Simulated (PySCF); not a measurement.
# Cl$_{2}$Ge, SMILES `Cl[Ge]Cl`: electronic structure

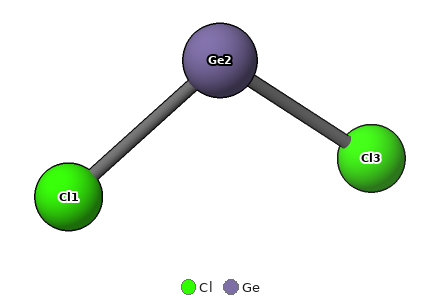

The molecule, with its atoms numbered as below. No frequency check shows the geometry to be a minimum.

Coordinates in Å:

```
Cl1      1.6509    0.6766    0.0000
Ge2      0.0000   -0.7189    0.0000
Cl3     -1.6509    0.6766    0.0000
```

Part 1: Bonding charge

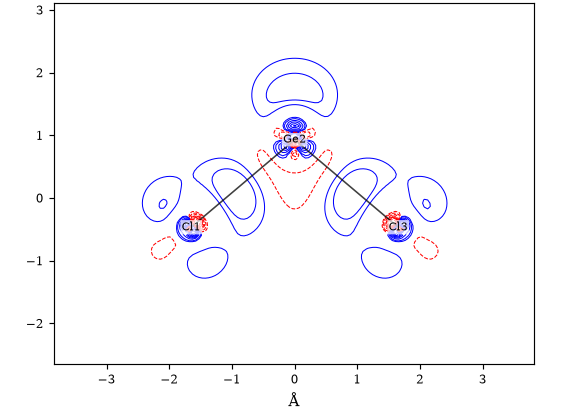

Deformation density (molecule less spherical, spin-averaged free atoms) in the molecular plane; contours at ±0.05 to ±0.8 e/Å³; solid blue lines: gain, dashed red lines: loss.

Computed with PySCF, M06-2X/def2-TZVP, geometry: GFN2-xTB.

Question: How much density has each bond in this plane gained at its critical point, relative to the free atoms?

Answer: Cl1–Ge2 and Ge2–Cl3: +0.07 e/Å³ at the bond critical point (bond length 2.16 Å, Mayer order 1.1). In all, 0.7 electrons gather in the regions of gain relative to the promolecule. A small or negative value marks a very polar bond, one between electron-rich atoms, whose free-atom densities already overlap strongly, a long bond to a heavier atom, or a closed-shell contact such as a hydrogen bond.

Question: Where do the Hirshfeld charges lie?

Answer: The highest Hirshfeld charge is on Ge2 (+0.37 e), the lowest on Cl1 and Cl3 (−0.19 e).

Part 2: Bond critical points

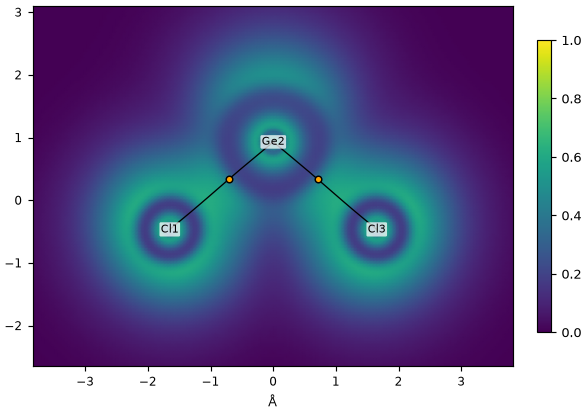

Localised orbital locator (LOL) in the molecular plane, with bond paths and bond critical points (dots).

Question: What values does LOL take at the bond critical points in this plane?

Answer: Cl1–Ge2 and Ge2–Cl3: about 0.40. Values above 0.5 mark slow, localised electrons, as in shared pairs; low values at a critical point mark a polar or closed-shell contact whose critical point lies between the shells.

Question: Where along Cl1–Ge2 does the critical point lie?

Answer: 1.23 Å from Cl1 and 0.93 Å from Ge2.

Part 3: Electrostatic potential

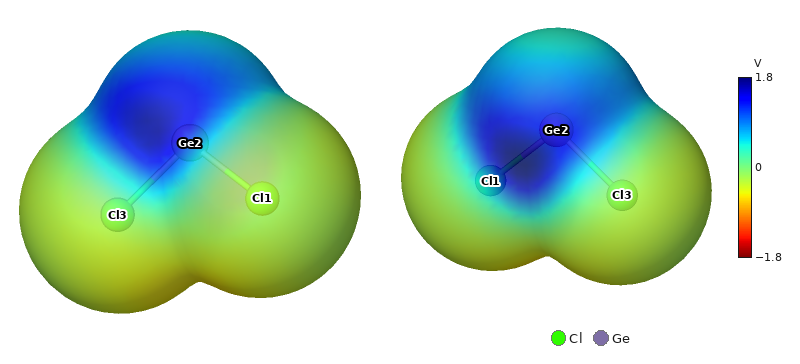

Electrostatic potential on the surface of electron density 0.001 a.u. (back view left, front view right).

Question: Where are the extremes of the potential on the surface?

Answer: Highest: 1.78 V, off the molecular plane, over Ge2 (2.1 Å), and at like points elsewhere. Further maxima include −0.19 V, 2.0 Å from Cl3, and at like points elsewhere. Lowest: −0.59 V, 2.1 Å from Cl1. Further minima include −0.35 V, 2.1 Å from Cl1, and at like points elsewhere; 0.35 V, 2.4 Å from Ge2. The surface is sampled at points, so like sites can differ by a few per cent and only the strongest of them is named.

Question: What volume does the surface enclose, and what is the dipole moment?

Answer: About 101 Å³; the dipole moment is 1.9 D.

Part 4: Removing or adding an electron

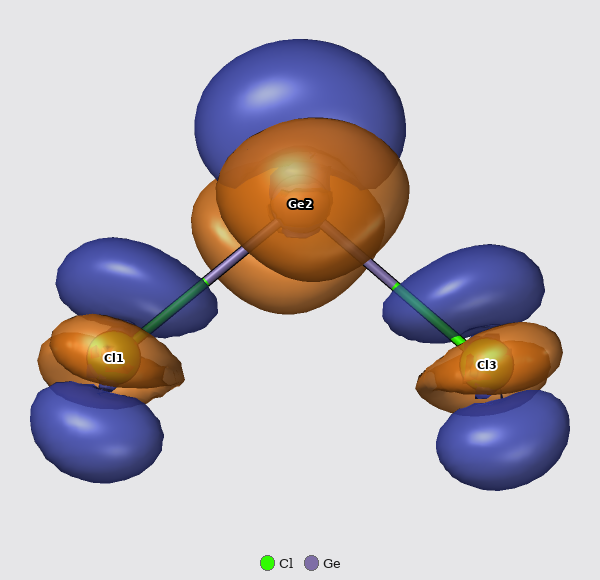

Dual descriptor f⁺ − f⁻ at ±0.04 e/Å³ (orange positive, blue negative).

PySCF calculation, ωB97X/def2-SVP, gas phase; geometry: GFN2-xTB.

Question: Which atoms come out as electrophilic, and which as nucleophilic?

Answer: Electrophilic (positive): Ge2 (+0.23). Nucleophilic (negative): Cl1 and Cl3 (−0.11). f⁻ (Hirshfeld-condensed) is largest on Ge2 (0.42) and Cl1 and Cl3 (0.29 each); the vertical ionisation energy is 10.43 eV. f⁺ (Hirshfeld-condensed) is largest on Ge2 (0.66); the vertical electron affinity is 0.76 eV (the stability of the anion's solution wasn't checked; rough: the basis has no diffuse functions).

Part 5: Localised orbitals

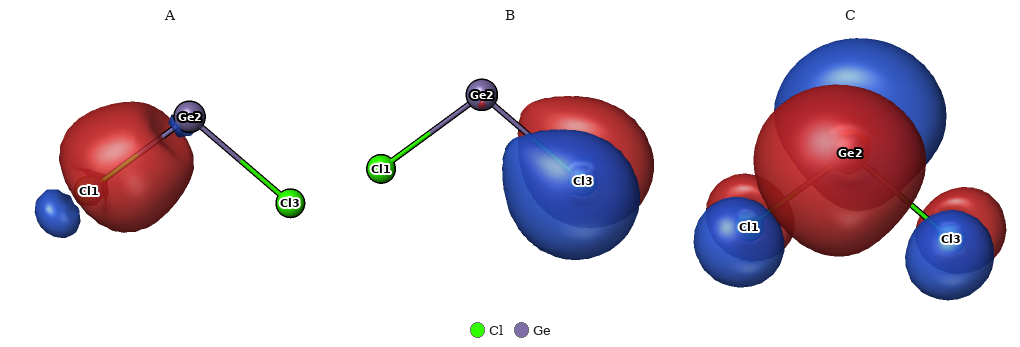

Intrinsic bond orbitals (IBO), occupied and valence-virtual; each surface holds about 80 % of the orbital's density. Energies are diagonal elements of the Fock matrix.

Computed with PySCF, TPSSh/6-311G**, geometry: GFN2-xTB.

Question: Identify each orbital.

Answer: By panel:
- A: σ bond Cl1–Ge2 (Cl1 74 %, Ge2 26 %; −15.0 eV)
- B: lone pair on Cl3 (p-type) (Cl3 92 %, Ge2 8 %; −9.2 eV)
- C: π* orbital Ge2–Cl1, mostly on Ge2 (Ge2 84 %, Cl1 8 %, Cl3 8 %; −3.4 eV)

Part 6: Stretching a bond

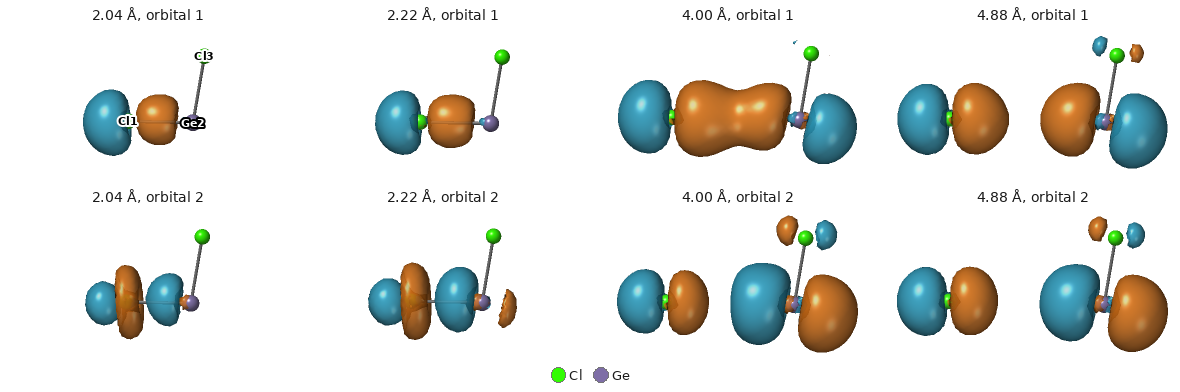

Rigid stretch of the Cl1–Ge2 bond. The two CASSCF(2,2) natural orbitals nearest half filling (orbital 1 the more occupied).

Method: def2-SVPD basis; geometry: GFN2-xTB; program: PySCF.

Question: How do the occupations change along the stretch?

Answer: 2.04 Å: 1.99 and 0.01; 2.22 Å: 1.98 and 0.02; 4.00 Å: 1.60 and 0.40; 4.88 Å: 1.18 and 0.82. At the longest distance computed (6.22 Å) they are 1.02 and 0.98, and the effective number of unpaired electrons is 2.0.

Question: Where does the UHF solution part from RHF?

Answer: Between 3.00 Å (⟨S²⟩ = 0, the two coincide) and 3.44 Å (⟨S²⟩ = 0.64); at 6.22 Å ⟨S²⟩ is 1.02 and UHF lies 2.3 eV below RHF.

Question: How much energy does the stretch cost?

Answer: By CASSCF, 3.3 eV from the lowest point of the scan (2.22 Å) to 6.22 Å; RHF gives 5.1 eV from its own lowest point. The fragments aren't relaxed and dynamic correlation is missing, so this isn't a bond dissociation energy.

The PySCF runs shown took 7.8 s, 25 s, 6.4 s and 2.6 min on 1 thread of Intel(R) Xeon(R) 6975P-C (Granite Rapids) (shared host).
